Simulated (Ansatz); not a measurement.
# H3O (doublet): wave-function methods side by side at distance O1–H3 along a hydrogen transfer = 1.165 Å, 6-31G, part 2 of 2

Ansatz 0.2.0, Gaussian basis; 6-31G, core rule «outside noble gas», up to 1 orbitals frozen. The steps go on from the part before.

## 8. CCSDT(Q) on UHF

File in.yaml:

```yaml
crystal:
  periodic: [false, false, false]
  atoms:
    - {symbol: O, position_ang: [-0.164236, -0.049094, 0.000000]}
    - {symbol: H, position_ang: [-0.413546, 0.877481, 0.000000]}
    - {symbol: H, position_ang: [1.000764, -0.049094, 0.000000]}
    - {symbol: H, position_ang: [2.019764, -0.049094, 0.000000]}
basis:
  gaussian: {orbitals: 6-31G}
magnetization: {spin_polarized: true, initial_magnetization: 1}
correlation: {method: ccsdt_q, electrons: outside_noble_gas}
```

Command:

```
$ ansatz run in.yaml --threads 1 --pin off --events-out ev --progress --plain --max-ram 2393MiB
```

Log (excerpt; [...] marks lines left out):

```text
Functional definition: HF
  name "HF"
  cite "Fock, Z. Phys. 61, 126 (1930) doi:10.1007/BF01340294"
  parent pbe
[...]
269 factors; integrals over basis functions are off by at most 2.3e-8 eV
[...]
mean field -2080.18791966 eV, -76.4454960454 hartree, gradient 2.5e-6 eV, S^2 0.801824; 4 other end points of the search recorded, 0 dependent functions left out
determinant -2080.18791966 eV, -76.4454960454 hartree, with singles and doubles -2084.08292420 eV, -76.5886348223 hartree
determinant -2078.67279094 eV, -76.3898160922 hartree, with singles and doubles -2082.00938434 eV, -76.5124336380 hartree
1 core orbitals not correlated: weight in the atoms' cores, before any rotation towards them, 1.000 or more for the frozen orbitals, at most 0.000 for the correlated occupied ones
reference -2080.18791966 eV, -76.4454960454 hartree; 5, 4 occupied and 9, 10 virtual orbitals, 269 factors
second order -3.51984875 eV of doubles, -0.00000000 eV of singles
cycle   1  -3.64162053 eV  change   -1.2e-1 eV  update   5.6e-2
[...]
cycle  15  -3.94164122 eV  change   -1.4e-7 eV  update   5.6e-7
perturbative correction -0.01375907 eV, -0.0005056364 hartree
Total energy: -2084.14331994 eV, -76.5908543247 hartree
```

Run time: 1.7 s. Hardware: 1 thread of Intel Xeon Platinum 8488C, shared host.

From the report: ⟨S²⟩ of the determinant 0.802 (pure doublet: 0.75); correlation -3.9554 eV; T1 0.019; largest double amplitude 0.07.

## 9. CISDTQ

Edit in.yaml of step 8 so:

```diff
@@ -9,3 +9,3 @@
   gaussian: {orbitals: 6-31G}
-magnetization: {spin_polarized: true, initial_magnetization: 1}
-correlation: {method: ccsdt_q, electrons: outside_noble_gas}
+magnetization: {spin_polarized: false, initial_magnetization: 1}
+correlation: {active_space: {ras: {orbitals: [4, 1, 9], electrons: 9, max_holes: 4, max_particles: 4}, fixed_orbitals: true}}
```

The command is unchanged.

Log:

```text
Functional definition: HF
  name "HF"
  cite "Fock, Z. Phys. 61, 126 (1930) doi:10.1007/BF01340294"
  parent pbe
  exchange = exact_x
  correlation = 0
171 factors; integrals over basis functions are off by at most 6.6e-4 eV
mean field evaluation 1: about -2077.9435 eV, gradient 2.7e1 eV
mean field evaluation 2: about -2077.9451 eV, gradient 2.7e1 eV
mean field evaluation 4: about -2079.7981 eV, gradient 1.6e0 eV
mean field evaluation 8: about -2079.8374 eV, gradient 2.7e-1 eV
mean field evaluation 16: about -2078.5898 eV, gradient 3.0e0 eV
mean field evaluation 32: about -2078.5898 eV, gradient 3.0e0 eV
mean field -2079.83961097 eV, -76.4326959371 hartree, gradient 1.4e-6 eV, S^2 0.750000; 4 other end points of the search recorded, 0 dependent functions left out
reference -2079.83961097 eV, -76.4326959371 hartree; 6, 5 occupied and 9, 10 virtual orbitals, 171 factors
state -2084.13539544 eV, -76.5905631047 hartree
Total energy: -2084.13539544 eV, -76.5905631047 hartree
```

Wall time 1.4 s (1 thread of Intel Xeon Platinum 8488C, shared host).

From the report: 115,202 determinants.

## 10. CASSCF and MRCISD+Q, 9 electrons in 7 orbitals

Edit in.yaml of step 9 so:

```diff
@@ -10,2 +10,2 @@
 magnetization: {spin_polarized: false, initial_magnetization: 1}
-correlation: {active_space: {ras: {orbitals: [4, 1, 9], electrons: 9, max_holes: 4, max_particles: 4}, fixed_orbitals: true}}
+correlation: {method: fic_mrcisd_q, electrons: outside_noble_gas, active_space: {window: {electrons: 9, orbitals: 7}, shells: [{species: H, l: s, shell: 1}, {species: O, l: s, shell: 2}, {species: O, l: p, shell: 2}]}}
```

Same command.

Log (excerpt; [...] marks lines left out):

```text
Functional definition: HF
  name "HF"
  cite "Fock, Z. Phys. 61, 126 (1930) doi:10.1007/BF01340294"
  parent pbe
[...]
269 factors; integrals over basis functions are off by at most 2.3e-8 eV
[...]
mean field -2079.83965640 eV, -76.4326976068 hartree, gradient 1.4e-6 eV, S^2 0.750000; 4 other end points of the search recorded, 0 dependent functions left out
reference -2079.83965640 eV, -76.4326976068 hartree; 6, 5 occupied and 9, 10 virtual orbitals, 269 factors
state -2081.80215353 eV, -76.5048180461 hartree
contracted CI cycle   1: correlation 0.00000000 eV, 0.0000000000 hartree, residual 1.43e1 eV
contracted CI cycle   2: correlation -2.13677009 eV, -0.0785248525 hartree, residual 3.07e0 eV
contracted CI cycle   3: correlation -2.24329681 eV, -0.0824396373 hartree, residual 7.82e-1 eV
contracted CI cycle   4: correlation -2.25051194 eV, -0.0827047882 hartree, residual 1.93e-1 eV
contracted CI cycle   5: correlation -2.25092814 eV, -0.0827200834 hartree, residual 4.37e-2 eV
contracted CI cycle   6: correlation -2.25095086 eV, -0.0827209182 hartree, residual 8.78e-3 eV
contracted CI cycle   7: correlation -2.25095176 eV, -0.0827209513 hartree, residual 1.79e-3 eV
contracted CI cycle   8: correlation -2.25095180 eV, -0.0827209527 hartree, residual 4.24e-4 eV
state -2081.80215353 eV, -76.5048180461 hartree; corrected -2084.11400017 eV, -76.5897768429 hartree
Total energy: -2084.11400017 eV, -76.5897768429 hartree
Checks for a lower state left out: starts, orbital_swaps
```

Run time: 0.81 s. Hardware: 1 thread of Intel Xeon Platinum 8488C, shared host.

From the report: 390 determinants; active occupations 2.00, 2.00, 1.97, 1.96, 1.00, 0.04, 0.03.

## 11. CASSCF and NEVPT2, 9 electrons in 7 orbitals

File in.yaml:

```yaml
crystal:
  periodic: [false, false, false]
  atoms:
    - {symbol: O, position_ang: [-0.164236, -0.049094, 0.000000]}
    - {symbol: H, position_ang: [-0.413546, 0.877481, 0.000000]}
    - {symbol: H, position_ang: [1.000764, -0.049094, 0.000000]}
    - {symbol: H, position_ang: [2.019764, -0.049094, 0.000000]}
basis:
  gaussian: {orbitals: 6-31G}
magnetization: {spin_polarized: false, initial_magnetization: 1}
correlation: {method: sc_nevpt2, electrons: outside_noble_gas, active_space: {window: {electrons: 9, orbitals: 7}, shells: [{species: H, l: s, shell: 1}, {species: O, l: s, shell: 2}, {species: O, l: p, shell: 2}]}}
```

The command is unchanged.

Log:

```text
Functional definition: HF
  name "HF"
  cite "Fock, Z. Phys. 61, 126 (1930) doi:10.1007/BF01340294"
  parent pbe
  exchange = exact_x
  correlation = 0
269 factors; integrals over basis functions are off by at most 2.3e-8 eV
mean field evaluation 1: about -2077.9435 eV, gradient 2.7e1 eV
mean field evaluation 2: about -2077.9451 eV, gradient 2.7e1 eV
mean field evaluation 4: about -2079.7982 eV, gradient 1.6e0 eV
mean field evaluation 8: about -2079.8375 eV, gradient 2.7e-1 eV
mean field evaluation 16: about -2078.5898 eV, gradient 3.0e0 eV
mean field evaluation 32: about -2078.5898 eV, gradient 3.0e0 eV
mean field -2079.83965640 eV, -76.4326976068 hartree, gradient 1.4e-6 eV, S^2 0.750000; 4 other end points of the search recorded, 0 dependent functions left out
reference -2079.83965640 eV, -76.4326976068 hartree; 6, 5 occupied and 9, 10 virtual orbitals, 269 factors
state -2081.80215353 eV, -76.5048180461 hartree
state -2081.80215353 eV, -76.5048180461 hartree; corrected -2083.80233450 eV, -76.5783233409 hartree
Total energy: -2083.80233450 eV, -76.5783233409 hartree
Checks for a lower state left out: starts, orbital_swaps
```

It took 0.42 s on 1 thread of Intel Xeon Platinum 8488C, shared host.

From the report: 390 determinants; active occupations 2.00, 2.00, 1.97, 1.96, 1.00, 0.04, 0.03.

## 12. Natural occupations

Natural occupations of the CASSCF valence state about the gap (report; correlated orbitals 1 to 7): 1.999, 1.997, 1.975, 1.958, 1.002, 0.042, 0.026. The count of effectively unpaired electrons, Σ n²(2 − n)², is 1.02; a single determinant of this spin has 1.

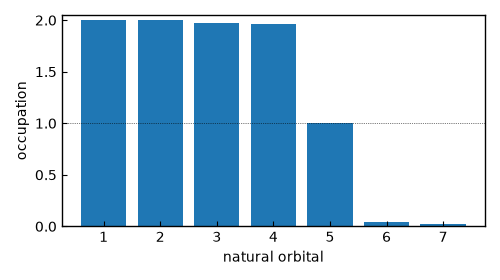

Natural occupations of the CASSCF valence state.

## 13. The ladder

The yardstick is UCCSDT(Q), where the cluster series has nearly closed. Rows without a time come out of other runs: HF, MP2 and CCSD of CCSD(T), CCSDT of CCSDT(Q), CASSCF and MRCISD of the multireference runs. The times of RCCSD(T), UCCSD(T) include forces.

Differences are taken before rounding.

| method | energy from the lowest RHF (kcal/mol) | from UCCSDT(Q) (kcal/mol) | time |
| --- | --- | --- | --- |
| RHF | 0.00 | +99.25 |  |
| UHF | -8.03 | +91.21 |  |
| RMP2 | -91.97 | +7.28 |  |
| UMP2 | -89.20 | +10.05 |  |
| CISD | -92.92 | +6.33 | 0.27 s |
| RCCSD | -97.61 | +1.64 |  |
| UCCSD | -97.85 | +1.40 |  |
| RCCSD(T) | -98.74 | +0.50 | 0.36 s |
| UCCSD(T) | -98.81 | +0.44 | 0.33 s |
| BCCD(T) | -98.79 | +0.46 | 0.42 s |
| RCCSDT | -98.90 | +0.34 |  |
| UCCSDT | -98.93 | +0.32 |  |
| CISDTQ | -99.06 | +0.18 | 1.4 s |
| RCCSDT(Q) | -99.26 | -0.01 | 1.8 s |
| UCCSDT(Q) | -99.25 | 0 | 1.7 s |
| CASSCF valence | -45.26 | +53.99 |  |
| NEVPT2 valence | -91.38 | +7.86 | 0.42 s |
| MRCISD valence | -97.17 | +2.08 |  |
| MRCISD+Q valence | -98.57 | +0.68 | 0.81 s |

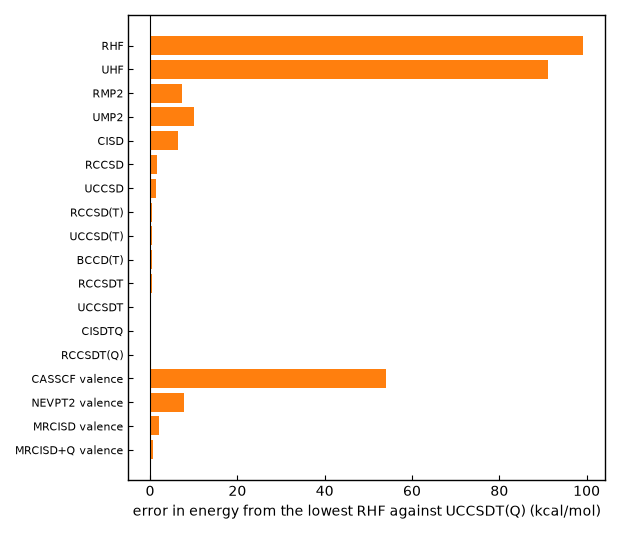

Deviations from UCCSDT(Q), method by method.

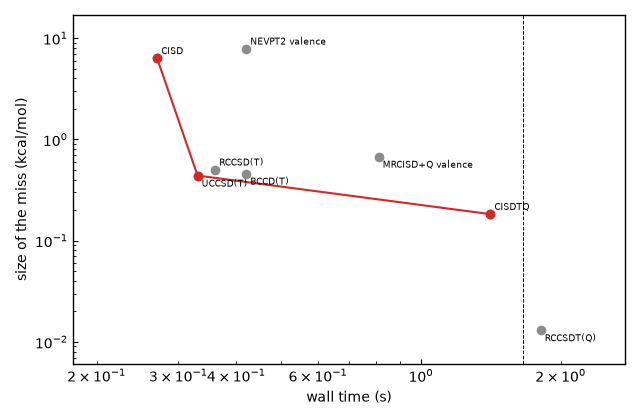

Miss against cost. Red marks the levels that no quicker level drawn beats (of those quicker than the yardstick), and the dashed line is the time of UCCSDT(Q). Times are from a shared host. Runs this short are mostly start-up, so their order is noise.

## 14. Results

What follows sums up all 2 parts.

| quantity | value |
| --- | --- |
| UCCSDT(Q) below the RHF energy | -4.3037 eV |
| RMP2 from UCCSDT(Q) | +7.28 kcal/mol |
| UMP2 from UCCSDT(Q) | +10.05 kcal/mol |
| RCCSD from UCCSDT(Q) | +1.64 kcal/mol |
| RCCSD(T) from UCCSDT(Q) | +0.50 kcal/mol |
| UCCSD(T) from UCCSDT(Q) | +0.44 kcal/mol |
| RCCSDT(Q) from UCCSDT(Q) | -0.01 kcal/mol |
| NEVPT2 valence from UCCSDT(Q) | +7.86 kcal/mol |
| MRCISD+Q valence from UCCSDT(Q) | +0.68 kcal/mol |
| levels within 1 kcal/mol (43 meV) | RCCSD(T), UCCSD(T), BCCD(T), RCCSDT, UCCSDT, CISDTQ, RCCSDT(Q), MRCISD+Q valence |
| T1 diagnostic | 0.029 |
| effectively unpaired electrons | 1.02 |

In words: RCCSD(T) misses by +0.50 kcal/mol, 0.5 % of the correlation energy. One determinant dominates. Of the multireference levels listed MRCISD+Q valence comes nearest in total energy (+0.68 kcal/mol), which doesn't show that its space is the better one. These misses are within one basis, not against nature; the frozen cores of restricted and unrestricted runs differ, which can shift their rows.
